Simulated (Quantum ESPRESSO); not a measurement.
# RbCaBr3 (Pm-3m): modes at Γ and the response to a field, part 2 of 3

Which modes does RbCaBr3 (Pm-3m) have at the zone centre?

Quantum ESPRESSO 7.5; DFT LDA, scalar-relativistic, plane waves, PseudoDojo norm-conserving pseudopotentials.

So far. Step 2 (A first look): A gap of 3.7 eV opens on this mesh, so the crystal is taken as an insulator; the start stands at -2.5 GPa. Step 4 (Ground state): The cell stands at -0.001 GPa, close enough for phonons. The relaxed cell has a = 5.503 Å (conventional setting).

## Step 5: Zone-centre response

At q = 0 one unit cell holds all displacements; symmetry groups them into irreducible representations that are solved one by one. The response to a field gives ε∞ and the Born charges, which polar modes need.

Input file ph.in:

```
phonons
&INPUTPH
  prefix = 'x'
  outdir = './tmp'
  fildyn = 'g.dyn'
  tr2_ph = 1.0d-18
  epsil  = .true.
/
0.000000000000 0.000000000000 0.000000000000
```

On the command line:

```console
> OMP_NUM_THREADS=1 mpirun -n 4 ph.x -nk 4 -in ph.in > ph.out
```

Output:

```text
[banners, grids, parts of the stress and lines that vanish by symmetry left out]
[banner, memory and clock lines left out]
Program PHONON v.7.5

     ./tmp/x.save/

     IMPORTANT: XC functional enforced from input :
     Exchange-correlation= PW
                           (   1   4   0   0   0   0   0)
     Any further DFT definition will be discarded
     Please, verify this is what you really want

     G-vector sticks info

     Reading collected, re-writing distributed wavefunctions in ./tmp/

     Number and degeneracy of irreps per q-point
       N         xq(1)         xq(2)         xq(3)   N irreps
       1   0.000000000   0.000000000   0.000000000       5
        3   3   3   3   3

     Calculation of q =    0.0000000   0.0000000   0.0000000

     phonons

     bravais-lattice index     =            1
     lattice parameter (alat)  =      10.3998  a.u.
     unit-cell volume          =    1124.8152 (a.u.)^3
     number of atoms/cell      =            5
     number of atomic types    =            3
     kinetic-energy cut-off    =      79.0000  Ry
     charge density cut-off    =     316.0000  Ry
     convergence threshold     =      1.0E-18
     beta                      =       0.7000
     number of iterations used =            4
     Exchange-correlation= PW
                           (   1   4   0   0   0   0   0)

     celldm(1)=   10.39985  celldm(2)=    0.00000  celldm(3)=    0.00000
     celldm(4)=    0.00000  celldm(5)=    0.00000  celldm(6)=    0.00000

     crystal axes: (cart. coord. in units of alat)
               a(1) = (  1.0000  0.0000  0.0000 )
               a(2) = (  0.0000  1.0000  0.0000 )
               a(3) = (  0.0000  0.0000  1.0000 )

     reciprocal axes: (cart. coord. in units 2 pi/alat)
               b(1) = (  1.0000  0.0000  0.0000 )
               b(2) = (  0.0000  1.0000  0.0000 )
               b(3) = (  0.0000  0.0000  1.0000 )

     Atoms inside the unit cell:

     Cartesian axes

     site n.  atom      mass           positions (alat units)
        1  Rb     85.4678   tau(    1) = (    0.50000    0.50000    0.50000  )
        2  Ca     40.0780   tau(    2) = (    0.00000    0.00000    0.00000  )
        3  Br     79.9040   tau(    3) = (    0.50000    0.00000    0.00000  )
        4  Br     79.9040   tau(    4) = (    0.00000    0.50000    0.00000  )
        5  Br     79.9040   tau(    5) = (    0.00000    0.00000    0.50000  )

     Computing dynamical matrix for
                    q = (   0.0000000   0.0000000   0.0000000 )

     49 Sym.Ops. (with q -> -q+G )

     G cutoff =  865.7280  ( 106431 G-vectors)     FFT grid: ( 60, 60, 60)
     number of k points=    10
                       cart. coord. in units 2pi/alat
        k(    1) = (   0.0000000   0.0000000   0.0000000), wk =   0.0312500
        k(    2) = (   0.0000000   0.0000000   0.2500000), wk =   0.1875000
        k(    3) = (   0.0000000   0.0000000  -0.5000000), wk =   0.0937500
        [... further k-points left out ...]

     PseudoPot. # 1 for Rb read from file:
     ./pseudo/Rb.upf
     Pseudo is Norm-conserving + core correction, Zval =  9.0

     PseudoPot. # 2 for Ca read from file:
     ./pseudo/Ca.upf
     Pseudo is Norm-conserving + core correction, Zval = 10.0

     PseudoPot. # 3 for Br read from file:
     ./pseudo/Br.upf
     Pseudo is Norm-conserving + core correction, Zval =  7.0

     Mode symmetry, O_h (m-3m)  point group:

     Electric field:
     Dielectric constant
     Born effective charges as d Force / d E

     Atomic displacements:
     There are    5 irreducible representations

     Representation     1      3 modes -  To be done

     Representation     2      3 modes -  To be done

     Representation     3      3 modes -  To be done

     Representation     4      3 modes -  To be done

     Representation     5      3 modes -  To be done

     Alpha used in Ewald sum =   2.8000

     Electric Fields Calculation

      iter #   1   av.it.:   7.7
      thresh= 1.000E-02 alpha_mix =  0.700 |ddv_scf|^2 =  5.921E-08

      [... iterations left out ...]
      iter #  10   av.it.:  14.5
      thresh= 1.410E-10 alpha_mix =  0.700 |ddv_scf|^2 =  4.298E-20

     End of electric fields calculation

          Dielectric constant in cartesian axis

          (       3.184556933       0.000000000       0.000000000 )
          (       0.000000000       3.184556933       0.000000000 )
          (       0.000000000       0.000000000       3.184556933 )

          Effective charges (d Force / dE) in cartesian axis without acoustic sum rule applied (asr)

           atom    1  Rb    Mean Z*:        1.32145
      Ex  (        1.32145        0.00000        0.00000 )
      Ey  (        0.00000        1.32145        0.00000 )
      Ez  (        0.00000        0.00000        1.32145 )
           atom    2  Ca    Mean Z*:        2.46039
      Ex  (        2.46039        0.00000        0.00000 )
      Ey  (        0.00000        2.46039        0.00000 )
      Ez  (        0.00000        0.00000        2.46039 )
           atom    3  Br    Mean Z*:       -1.26721
      Ex  (       -2.06314        0.00000        0.00000 )
      Ey  (        0.00000       -0.86924        0.00000 )
      Ez  (        0.00000        0.00000       -0.86924 )
           atom    4  Br    Mean Z*:       -1.26721
      Ex  (       -0.86924        0.00000        0.00000 )
      Ey  (        0.00000       -2.06314        0.00000 )
      Ez  (        0.00000        0.00000       -0.86924 )
           atom    5  Br    Mean Z*:       -1.26721
      Ex  (       -0.86924        0.00000        0.00000 )
      Ey  (        0.00000       -0.86924        0.00000 )
      Ez  (        0.00000        0.00000       -2.06314 )

          Effective charges Sum: Mean:       -0.01977
             -0.01977        0.00000        0.00000
              0.00000       -0.01977        0.00000
              0.00000        0.00000       -0.01977

          Effective charges (d Force / dE) in cartesian axis with asr applied:
           atom    1  Rb    Mean Z*:        1.32541
      E*x (        1.32541        0.00000        0.00000 )
      E*y (        0.00000        1.32541        0.00000 )
      E*z (        0.00000        0.00000        1.32541 )
           atom    2  Ca    Mean Z*:        2.46435
      E*x (        2.46435        0.00000        0.00000 )
      E*y (        0.00000        2.46435        0.00000 )
      E*z (        0.00000        0.00000        2.46435 )
           atom    3  Br    Mean Z*:       -1.26325
      E*x (       -2.05918        0.00000        0.00000 )
      E*y (        0.00000       -0.86529        0.00000 )
      E*z (        0.00000        0.00000       -0.86529 )
           atom    4  Br    Mean Z*:       -1.26325
      E*x (       -0.86529        0.00000        0.00000 )
      E*y (        0.00000       -2.05918        0.00000 )
      E*z (        0.00000        0.00000       -0.86529 )
           atom    5  Br    Mean Z*:       -1.26325
      E*x (       -0.86529        0.00000        0.00000 )
      E*y (        0.00000       -0.86529        0.00000 )
      E*z (        0.00000        0.00000       -2.05918 )

     Representation #   1 modes #   1   2   3

     Self-consistent Calculation

      iter #   1   av.it.:   6.2
      thresh= 1.000E-02 alpha_mix =  0.700 |ddv_scf|^2 =  8.718E-08

      [... iterations left out ...]
      iter #   9   av.it.:  15.0
      thresh= 2.498E-10 alpha_mix =  0.700 |ddv_scf|^2 =  7.261E-19

     End of self-consistent calculation

     Convergence has been achieved

     Representation #   2 modes #   4   5   6

     Self-consistent Calculation

      iter #   1   av.it.:   7.1
      thresh= 1.000E-02 alpha_mix =  0.700 |ddv_scf|^2 =  2.987E-07

      [... iterations left out ...]
      iter #   9   av.it.:  15.0
      thresh= 4.446E-10 alpha_mix =  0.700 |ddv_scf|^2 =  7.599E-19

     End of self-consistent calculation

     Convergence has been achieved

     Representation #   3 modes #   7   8   9

     Self-consistent Calculation

      iter #   1   av.it.:   5.0
      thresh= 1.000E-02 alpha_mix =  0.700 |ddv_scf|^2 =  1.012E-07

      [... iterations left out ...]
      iter #   9   av.it.:  14.7
      thresh= 2.917E-10 alpha_mix =  0.700 |ddv_scf|^2 =  1.767E-19

     End of self-consistent calculation

     Convergence has been achieved

     Representation #   4 modes #  10  11  12

     Self-consistent Calculation

      iter #   1   av.it.:   6.6
      thresh= 1.000E-02 alpha_mix =  0.700 |ddv_scf|^2 =  1.030E-07

      [... iterations left out ...]
      iter #   9   av.it.:  15.2
      thresh= 2.307E-10 alpha_mix =  0.700 |ddv_scf|^2 =  3.152E-19

     End of self-consistent calculation

     Convergence has been achieved

     Representation #   5 modes #  13  14  15

     Self-consistent Calculation

      iter #   1   av.it.:   5.8
      thresh= 1.000E-02 alpha_mix =  0.700 |ddv_scf|^2 =  2.437E-08

      [... iterations left out ...]
      iter #   7   av.it.:  15.2
      thresh= 2.140E-10 alpha_mix =  0.700 |ddv_scf|^2 =  2.146E-20

     End of self-consistent calculation

     Convergence has been achieved

     Number of q in the star =    1
     List of q in the star:
          1   0.000000000   0.000000000   0.000000000

          Dielectric constant in cartesian axis

          (       3.184556933       0.000000000       0.000000000 )
          (       0.000000000       3.184556933       0.000000000 )
          (       0.000000000       0.000000000       3.184556933 )

          Effective charges (d Force / dE) in cartesian axis without acoustic sum rule applied (asr)

           atom    1  Rb    Mean Z*:        1.32145
      Ex  (        1.32145        0.00000        0.00000 )
      Ey  (        0.00000        1.32145        0.00000 )
      Ez  (        0.00000        0.00000        1.32145 )
           atom    2  Ca    Mean Z*:        2.46039
      Ex  (        2.46039        0.00000        0.00000 )
      Ey  (        0.00000        2.46039        0.00000 )
      Ez  (        0.00000        0.00000        2.46039 )
           atom    3  Br    Mean Z*:       -1.26721
      Ex  (       -2.06314        0.00000        0.00000 )
      Ey  (        0.00000       -0.86924        0.00000 )
      Ez  (        0.00000        0.00000       -0.86924 )
           atom    4  Br    Mean Z*:       -1.26721
      Ex  (       -0.86924        0.00000        0.00000 )
      Ey  (        0.00000       -2.06314        0.00000 )
      Ez  (        0.00000        0.00000       -0.86924 )
           atom    5  Br    Mean Z*:       -1.26721
      Ex  (       -0.86924        0.00000        0.00000 )
      Ey  (        0.00000       -0.86924        0.00000 )
      Ez  (        0.00000        0.00000       -2.06314 )

          Effective charges Sum: Mean:       -0.01977
             -0.01977        0.00000        0.00000
              0.00000       -0.01977        0.00000
              0.00000        0.00000       -0.01977

          Effective charges (d Force / dE) in cartesian axis with asr applied:
           atom    1  Rb    Mean Z*:        1.32541
      E*x (        1.32541        0.00000        0.00000 )
      E*y (        0.00000        1.32541        0.00000 )
      E*z (        0.00000        0.00000        1.32541 )
           atom    2  Ca    Mean Z*:        2.46435
      E*x (        2.46435        0.00000        0.00000 )
      E*y (        0.00000        2.46435        0.00000 )
      E*z (        0.00000        0.00000        2.46435 )
           atom    3  Br    Mean Z*:       -1.26325
      E*x (       -2.05918        0.00000        0.00000 )
      E*y (        0.00000       -0.86529        0.00000 )
      E*z (        0.00000        0.00000       -0.86529 )
           atom    4  Br    Mean Z*:       -1.26325
      E*x (       -0.86529        0.00000        0.00000 )
      E*y (        0.00000       -2.05918        0.00000 )
      E*z (        0.00000        0.00000       -0.86529 )
           atom    5  Br    Mean Z*:       -1.26325
      E*x (       -0.86529        0.00000        0.00000 )
      E*y (        0.00000       -0.86529        0.00000 )
      E*z (        0.00000        0.00000       -2.05918 )

     Diagonalizing the dynamical matrix

     q = (    0.000000000   0.000000000   0.000000000 )

 **************************************************************************
     freq (    1) =      -0.544405 [THz] =     -18.159396 [cm-1]
     freq (    2) =      -0.544405 [THz] =     -18.159396 [cm-1]
     freq (    3) =      -0.544405 [THz] =     -18.159396 [cm-1]
     freq (    4) =       0.073713 [THz] =       2.458806 [cm-1]
     freq (    5) =       0.073713 [THz] =       2.458806 [cm-1]
     freq (    6) =       0.073713 [THz] =       2.458806 [cm-1]
     freq (    7) =       0.666738 [THz] =      22.239997 [cm-1]
     freq (    8) =       0.666738 [THz] =      22.239997 [cm-1]
     freq (    9) =       0.666738 [THz] =      22.239997 [cm-1]
     freq (   10) =       1.981684 [THz] =      66.101866 [cm-1]
     freq (   11) =       1.981684 [THz] =      66.101866 [cm-1]
     freq (   12) =       1.981684 [THz] =      66.101866 [cm-1]
     freq (   13) =       7.165553 [THz] =     239.017131 [cm-1]
     freq (   14) =       7.165553 [THz] =     239.017131 [cm-1]
     freq (   15) =       7.165553 [THz] =     239.017131 [cm-1]
 **************************************************************************

     Mode symmetry, O_h (m-3m)  point group:

     freq (   1-   3) =        -18.2  [cm-1]   --> T_1u G_15  G_4- I
     freq (   4-   6) =          2.5  [cm-1]   --> T_1u G_15  G_4- I
     freq (   7-   9) =         22.2  [cm-1]   --> T_2u G_25  G_5-
     freq (  10-  12) =         66.1  [cm-1]   --> T_1u G_15  G_4- I
     freq (  13-  15) =        239.0  [cm-1]   --> T_1u G_15  G_4- I
```

It took 16 min on 4 MPI ranks of Intel Xeon at 2.70GHz, shared host; 64 min of CPU time.

Numbers from this step:

```
miss of the charge sum rule                                       : 0.01978 e
largest acoustic frequency at the zone centre before the sum rule : 2.46 cm⁻¹
highest optical zone-centre mode (no LO-TO term)                  : 239.0 cm⁻¹
lowest optical zone-centre mode                                   : -18.16 cm⁻¹
mean high-frequency dielectric constant                           : 3.185
largest Born charge in size (third of the trace)                  : 2.460 e
```

Born charge (rows field, columns displacement), before the sum rule (e), principal values of the symmetric part by kind of site:

```csv
atom,atoms with these values,low,middle,high,mean
Rb1,1,1.32,1.32,1.32,1.32
Ca2,1,2.46,2.46,2.46,2.46
Br3,3,-2.06,-0.87,-0.87,-1.27
```

In full for Rb1:

```
1.32 0.00 0.00
0.00 1.32 0.00
0.00 0.00 1.32
```

High-frequency dielectric tensor:

```
3.18 0.00 0.00
0.00 3.18 0.00
0.00 0.00 3.18
```

The acoustic modes at Γ come out as far as 2.5 cm⁻¹ from zero, where they should vanish, a small numerical error; the Born charges miss their sum rule by 0.020 e, which is good. The lowest optical mode is imaginary, 18i cm⁻¹, an instability at this level and on this k mesh.

## Step 6: Zone-centre analysis

A rigid shift of the crystal must cost nothing, but grids and finite bases break this; the acoustic sum rule is imposed before the matrix is diagonalised again. With Born charges the intensities follow; a static dielectric tensor has no meaning with imaginary modes.

Input file dynmat.in:

```
&INPUT
  fildyn = 'g.dyn'
  asr    = 'simple'
  fileig = 'dynmat.eig'
  lperm  = .true.
/
```

On the command line:

```console
> dynmat.x -in dynmat.in > dynmat.out
```

Output:

```text
[banner, memory and clock lines left out]
Program DYNMAT v.7.5

     Reading Dynamical Matrix from file g.dyn
     ...Force constants read
     ...epsilon and Z* read
     A direction for q was not specified:TO-LO splitting will be absent

     Polarizability (A^3 units)
     multiply by 0.578642 for Clausius-Mossotti correction
        28.975977    0.000000    0.000000
         0.000000   28.975977    0.000000
         0.000000    0.000000   28.975977

     IR activities are in (D/A)^2/amu units

# mode   [cm-1]    [THz]      IR
    1    -18.27   -0.5478    0.9069
    2    -18.27   -0.5478    0.9069
    3    -18.27   -0.5478    0.9069
    4     -0.00   -0.0000    0.0000
    5      0.00    0.0000    0.0000
    6      0.00    0.0000    0.0000
    7     22.15    0.6640    0.0000
    8     22.15    0.6640    0.0000
    9     22.15    0.6640    0.0000
   10     66.03    1.9795    0.2816
   11     66.03    1.9795    0.2816
   12     66.03    1.9795    0.2816
   13    238.98    7.1645    4.4383
   14    238.98    7.1645    4.4383
   15    238.98    7.1645    4.4383

Electronic dielectric permittivity tensor (relative, adimensional)
         3.184557    0.000000    0.000000
         0.000000    3.184557    0.000000
         0.000000    0.000000    3.184557

 ... with zone-center polar mode contributions
         5.005549    0.000000   -0.000000
         0.000000    5.005549    0.000000
        -0.000000    0.000000    5.005549

[end of the log left out, with the tail of the file of modes that dynmat.x writes under the same name]
```

The job ended after 0.67 s (1 thread).

Numbers from this step:

```
lowest optical zone-centre mode : -18.27 cm⁻¹
```

Unit eigenvectors of the mass-weighted matrix after the sum rule; no LO-TO term. The modes at Γ (shares of kinetic energy by element, %) (negative means imaginary):

| mode | frequency (cm⁻¹) | Rb % | Ca % | Br % |
| --- | --- | --- | --- | --- |
| 1 | -18.3 | 72 | 0 | 28 |
| 2 | -18.3 | 72 | 0 | 28 |
| 3 | -18.3 | 72 | 0 | 28 |
| 4 | 0.0 | 23 | 11 | 66 |
| 5 | 0.0 | 23 | 11 | 66 |
| 6 | 0.0 | 23 | 11 | 66 |
| 7 | 22.2 | 0 | 0 | 100 |
| 8 | 22.2 | 0 | 0 | 100 |
| 9 | 22.2 | 0 | 0 | 100 |
| 10 | 66.0 | 4 | 28 | 67 |
| 11 | 66.0 | 4 | 28 | 67 |
| 12 | 66.0 | 4 | 28 | 67 |
| 13 | 239.0 | 0 | 60 | 40 |
| 14 | 239.0 | 0 | 60 | 40 |
| 15 | 239.0 | 0 | 60 | 40 |

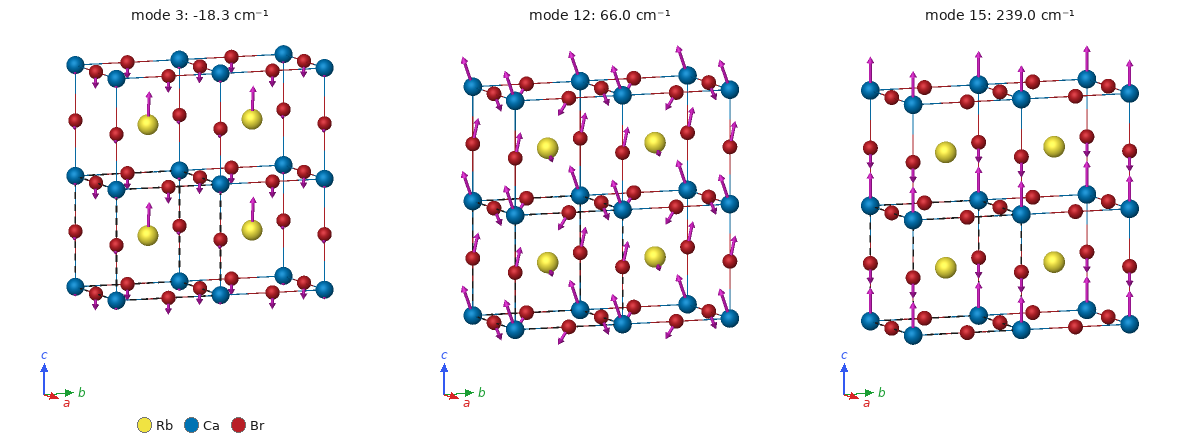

Displacement patterns of modes 3, 12 and 15 at Γ; arrows are exaggerated. 1×2×2 cells are drawn. Some periodic images of atoms are drawn too.

[end of part 2 of 3]

[Host names and launcher messages were left out of these logs when they were recorded.]

[Logs are printed without paths, hosts, clocks, repeated set-up lines and the standing remarks that a program may print on its own settings, such as how far it seeks lower states.]

[Hosts, paths, dates, database ids (printed as entryN), source tags and the programs' standing remarks are cut or masked in the printed files.]
